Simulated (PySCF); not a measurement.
# W⁺: ionisation energy with spin-orbit coupling

Each state of tungsten is computed at each level; their differences give the ionisation energy. How far do the methods differ?

The numbers are computed with PySCF 2.14.0 (two-component X2C-1e, generalised determinants), except any that are marked as measured or tabulated.

## (1) The system

* Element: tungsten (Z = 74)
* Basis: x2c-TZVPPall-2c
* Hamiltonian: two-component X2C-1e, Gaussian nucleus, no Breit or QED terms; spin-orbit coupling, run by run: off; screened by Boettger's factors
* Core shells frozen in the correlated runs: [Kr] 4d10 4f14 (for W⁺)
* State 1: W⁺: [Xe] 4f14 5d4 6s1; 5d3/2 filled at m_j = -3/2, -1/2, +1/2, +3/2; 6s1/2 filled at m_j = +1/2
* Needed too, but not shown: W²⁺ [Xe] 4f14 5d4 (5D)
* Methods: GHF, GMP2

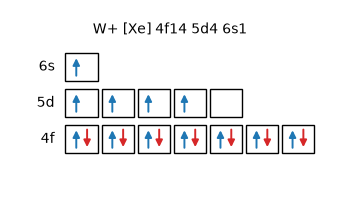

Occupation of the outer shells (arrows by Hund's rule).

A driver program built on PySCF's X2C-1e integrals ran all steps in one process from the settings above; there is no separate input file.

The driver's launch:

```
OMP_NUM_THREADS=1 python sorun2.py TASK.json OUT
```

The integrals over 124 functions and the set-up took 15 s of CPU time.

## (2) W⁺

**GHF (spin-free)**

Log:

```text
cycle= 1 E= -16130.3097872500  delta_E= -1.61e+04  |FDS-SDF|= 0.0264
cycle= 2 E= -16130.3379730189  delta_E= -0.0282  |FDS-SDF|= 0.0149
cycle= 3 E= -16130.3414487976  delta_E= -0.00348  |FDS-SDF|= 0.0051
cycle= 4 E= -16130.3418564848  delta_E= -0.000408  |FDS-SDF|= 0.000965
cycle= 5 E= -16130.3418846374  delta_E= -2.82e-05  |FDS-SDF|= 0.000144
cycle= 6 E= -16130.3418852172  delta_E= -5.8e-07  |FDS-SDF|= 1.61e-05
cycle= 7 E= -16130.3418852508  delta_E= -3.36e-08  |FDS-SDF|= 4.24e-06
cycle= 8 E= -16130.3418852527  delta_E= -1.92e-09  |FDS-SDF|= 7.75e-07
```

Time after the integrals: 12 s (1 thread of Neoverse-V1, shared host).

Occupied spinors (without spin-orbit coupling the j labels only name the start):

```tsv
spinor shell	electrons	mean energy (eV)	weight of the nominal j	rms radius (bohr)
1s1/2	2	-69908.8	1.000	0.0208
2s1/2	2	-12214.7	1.000	0.0838
2p1/2	2	-10687.0	0.667	0.0764
2p3/2	4	-10686.9	0.833	0.0764
3s1/2	2	-2881.7	1.000	0.214
3p1/2	2	-2421.5	0.667	0.216
3p3/2	4	-2421.4	0.833	0.216
3d3/2	4	-1886.2	0.700	0.197
3d5/2	6	-1886.1	0.800	0.197
4s1/2	2	-633.05	1.000	0.478
4p1/2	2	-479.47	0.667	0.509
4p3/2	4	-479.25	0.833	0.509
4d3/2	4	-280.65	0.700	0.551
4d5/2	6	-280.48	0.800	0.551
5s1/2	2	-101.17	1.000	1.15
5p1/2	2	-60.930	0.526	1.24
5p3/2	4	-59.821	0.720	1.28
4f5/2	6	-57.767	0.674	0.735
4f7/2	8	-57.664	0.745	0.723
5d3/2	4	-17.843	0.500	2.09
6s1/2	1	-15.322	0.999	3.20
```

M_J = 1/2, ⟨J²⟩ = 4.761, ⟨L²⟩ = 6.005, ⟨S²⟩ = 8.756.

**GMP2 (spin-free)**

No log was kept for this step.

Time after the integrals: 2.9 s (1 thread of Neoverse-V1, shared host).

With 13 electrons correlated and 34 very high virtual spinors dropped, the MP2 correlation energy is -0.22039 hartree. Largest pairs: 5d3/2-5p3/2 -0.0552, 5d3/2-5d3/2 -0.0289, 5p3/2-5p3/2 -0.0268, 5p1/2-5p3/2 -0.0206, 5d3/2-5p1/2 -0.0200.

**GHF (screened spin-orbit)**

Log:

```text
cycle= 1 E= -16149.2959256813  delta_E= -1.61e+04  |FDS-SDF|= 0.0919
cycle= 2 E= -16149.3452572470  delta_E= -0.0493  |FDS-SDF|= 0.0124
cycle= 3 E= -16149.3485992206  delta_E= -0.00334  |FDS-SDF|= 0.0109
cycle= 4 E= -16149.3500776534  delta_E= -0.00148  |FDS-SDF|= 0.00242
cycle= 5 E= -16149.3507513569  delta_E= -0.000674  |FDS-SDF|= 0.00179
cycle= 6 E= -16149.3513864802  delta_E= -0.000635  |FDS-SDF|= 0.00119
cycle= 7 E= -16149.3519114283  delta_E= -0.000525  |FDS-SDF|= 0.000506
cycle= 8 E= -16149.3519790857  delta_E= -6.77e-05  |FDS-SDF|= 0.000389
cycle= 9 E= -16149.3520549560  delta_E= -7.59e-05  |FDS-SDF|= 0.000149
cycle= 10 E= -16149.3520664660  delta_E= -1.15e-05  |FDS-SDF|= 6.09e-05
cycle= 11 E= -16149.3520674662  delta_E= -1e-06  |FDS-SDF|= 4.07e-05
cycle= 12 E= -16149.3520679099  delta_E= -4.44e-07  |FDS-SDF|= 2.55e-05
cycle= 13 E= -16149.3520680909  delta_E= -1.81e-07  |FDS-SDF|= 1.26e-05
cycle= 14 E= -16149.3520681268  delta_E= -3.6e-08  |FDS-SDF|= 7.69e-06
cycle= 15 E= -16149.3520681435  delta_E= -1.67e-08  |FDS-SDF|= 3.83e-06
cycle= 16 E= -16149.3520681483  delta_E= -4.85e-09  |FDS-SDF|= 1.16e-06
```

Time after the integrals: 41 s (1 thread of Neoverse-V1, shared host).

The outer occupied spinors:

```tsv
spinor shell	electrons	mean energy (eV)	weight of the nominal j	rms radius (bohr)
4d5/2	6	-274.73	1.000	0.556
5s1/2	2	-100.95	1.000	1.15
5p1/2	2	-69.033	0.931	1.29
4f5/2	6	-58.730	0.948	0.714
5p3/2	4	-56.160	0.885	1.32
4f7/2	8	-56.317	0.985	0.678
5d3/2	4	-17.865	0.601	2.08
6s1/2	1	-15.262	0.998	3.21
```

M_J = 1/2, ⟨J²⟩ = 4.056, ⟨L²⟩ = 5.955, ⟨S²⟩ = 8.636. A second start ended at -16149.27307 hartree. Rows whose weight is well below 1 mix j = l ± 1/2: exchange competes with spin-orbit coupling there.

The determinant has a definite M_J but mixes levels of different J.

**GMP2 (screened spin-orbit)**

No log was kept for this step.

It took 1.8 s on 1 thread of Neoverse-V1, shared host, the integrals not counted.

With 13 electrons correlated and 34 very high virtual spinors dropped, the MP2 correlation energy is -0.25410 hartree. Largest pairs: 5d3/2-5p3/2 -0.0723, 5p3/2-5p3/2 -0.0350, 5d3/2-5d3/2 -0.0299, 5p1/2-5p3/2 -0.0260, 5d3/2-5p1/2 -0.0179.

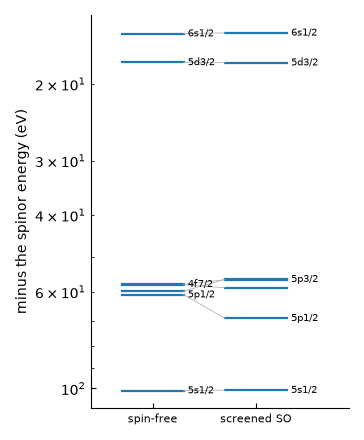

The highest 7 spinor levels of W⁺ on a logarithmic scale, without and with spin-orbit coupling.

## (3) The energy differences

Ionisation energy: W⁺ [Xe] 4f14 5d4 6s1 [5d3/2^4 6s1/2^1, M_J = 1/2] → W²⁺ [Xe] 4f14 5d4 [5d3/2^4, M_J = 0].

```tsv
method	value (eV)	less the reference (eV)
GHF (spin-free)	15.048	-1.322
GMP2 (spin-free)	15.915	-0.455
GHF (screened spin-orbit)	14.979	-1.391
GMP2 (screened spin-orbit)	15.990	-0.380
```

Reference: 16.37 ± 0.15 eV (semi-empirical (NIST evaluation); NIST Atomic Spectra Database, ionization energies). The spin-free rows have the spin-orbit operator switched off. The determinant of W+ mixes levels of different J (the jj label is only the starting occupation), so the difference between spin-free and spin-orbit rows is not the physical spin-orbit shift.

The differences also use runs on W²⁺ [Xe] 4f14 5d4 (5D), which are not shown here.

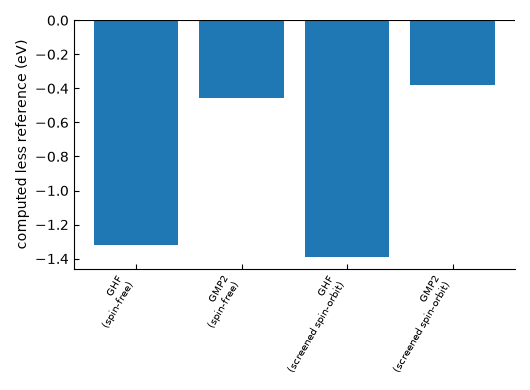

Computed less reference values by method, where the reference is not like for like or is itself uncertain.

## (4) What came out

```
             quantity                                                                                 value
ionisation energy, W⁺  GHF (spin-free) 15.048, GMP2 (screened spin-orbit) 15.990 eV; reference 16.37 ± 0.15
```

The methods span 1.012 eV, from GHF (screened spin-orbit) (14.979) to GMP2 (screened spin-orbit) (15.990). The reference is uncertain or not like for like (spin-orbit coupling or other relativistic terms), so no ranking of close methods is drawn. The basis is finite, and no extrapolation was made.
